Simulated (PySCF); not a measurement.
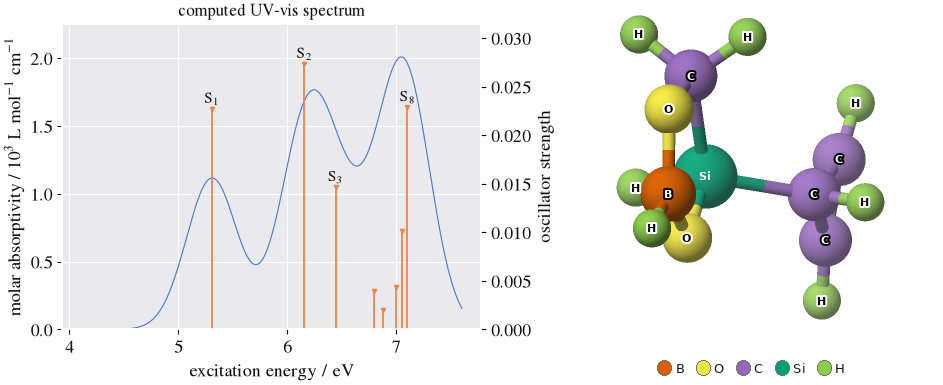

Computed absorption of C₄H₇BO₂Si, SMILES B1OC[Si@@H](C2C=C2)O1. Vertical TDDFT excitations, PBE0/def2-SVPD in PySCF, at a GFN2-xTB geometry (no frequency check), gas phase. The lowest 8 singlet states are shown; each is broadened by a Gaussian of 1/e half-width 0.33 eV. Sticks give oscillator strengths (right axis).

Q: Does any vertical transition fall in the visible?

A: No singlet lies below 3.1 eV (beyond 400 nm), so at this level no vertical transition falls in the visible.

Q: Which of the computed transitions is the brightest, and what character does the calculation give it?

A: S2 at 6.16 eV (201 nm), f = 0.027, mainly HOMO−1 → LUMO (76 %).

Caveats: the tight-binding geometry is rougher than a DFT one and adds to the error; one conformer of a flexible molecule; core orbitals are frozen in the response.
